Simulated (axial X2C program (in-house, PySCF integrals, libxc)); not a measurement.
## Relativistic diatomic calculation, with input and output: IRb⁺

- system: IRb⁺, single determinant with M_S = 1/2 and |Λ| = 0 (not the lowest found).
- method: PBE0, spin-free X2C-1e, I dyall-cv3z, Rb dyall-cv3z (cores contracted) (axial X2C program (in-house, PySCF integrals, libxc))

## Input
```
{"zs": [53, 37], "q": 1, "bas": ["dyall-cv3z", "dyall-cv3z"], "levels": ["PBE0", "HF", "BLYP"], "cc": true, "r0": 3.43, "thr": -2.0, "nmax": 90, "npts": 10, "nst": 2, "ntry": 6}
```

The line is the task of a batch: nuclear charges, charge, bases, the levels to run, a first guess of the distance and further settings. This report covers PBE0 without spin-orbit coupling. The log is that of the reference distance 3.763 Å, started from orbitals converged before.

Hardware: 1 thread of INTEL XEON PLATINUM @ 2.10GHz (Emerald Rapids), 24 GiB of memory available, shared host.

Launched within a batch (the task file carries these settings):
```bash
python <driver script> task.json out
```

## Log
```
spin-free X2C-1e  PBE0
basis functions 252  fitting functions 1303  grid points 5809
iter        total energy     max residual
   1     -10095.890615840     5.55e-06
   2     -10095.890615840     2.60e-06
converged
one-electron -14422.07196193  Coulomb 4334.50853087  exact exchange -69.98594143  xc functional -214.10964904  nuclear repulsion 275.76840569
```

## The points of the curve

```csv
R (Å),E (hartree),"dipole (D; origin at the first atom, positive when the second is positive)",highest filled (eV),lowest empty (eV)
3.424,−10095.888634,14.78,−11.97,−9.91
3.537,−10095.889604,15.39,−11.85,−9.80
3.650,−10095.890239,16.00,−11.74,−9.69
3.763,−10095.890616,16.62,−11.64,−9.57
3.895,−10095.890877,17.34,−11.52,−9.44
4.026,−10095.890989,18.05,−11.41,−9.31
4.196,−10095.891044,18.97,−11.27,−9.15
```

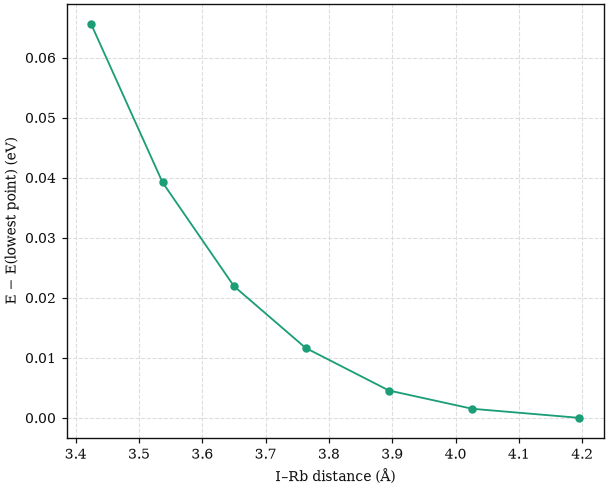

Energy at 7 bond lengths, for one set of occupations held fixed; the line joins the points. The lowest point is at 4.20 Å, the end of the range, so no minimum is bracketed. The whole curve lies above I + Rb⁺, so the molecule isn't bound against them at this level.

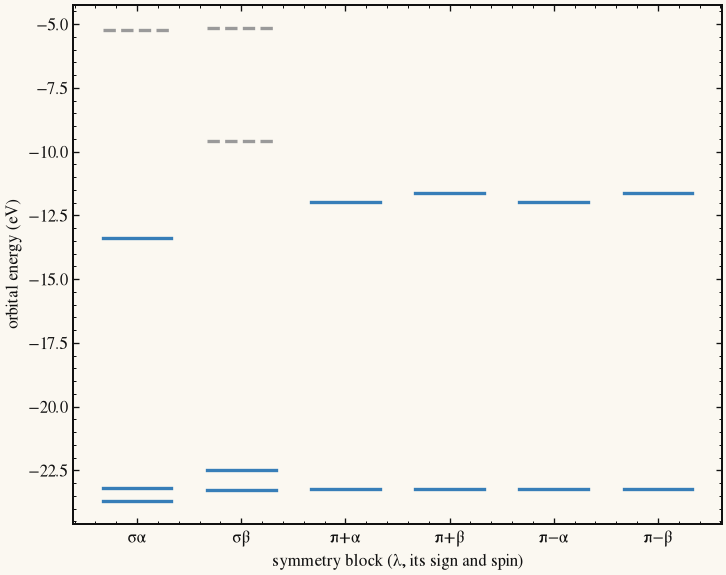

Orbital energies near the frontier at 3.76 Å, filled (solid) and empty (dashed); a label such as π−α means λ = −1 and α spin. The highest filled orbital (π+β; 98 % I p) lies at −11.64 eV, the lowest empty one (σβ; 92 % I p, 3 % Rb p) at −9.57 eV.

## Summary

- outcome: converged
- largest ⟨S²⟩ along the curve: 0.75
- wall time: 5.4 s
- peak memory: 1.1 GiB

## Remarks

Caveats: 7 of the 10 points asked for were kept.
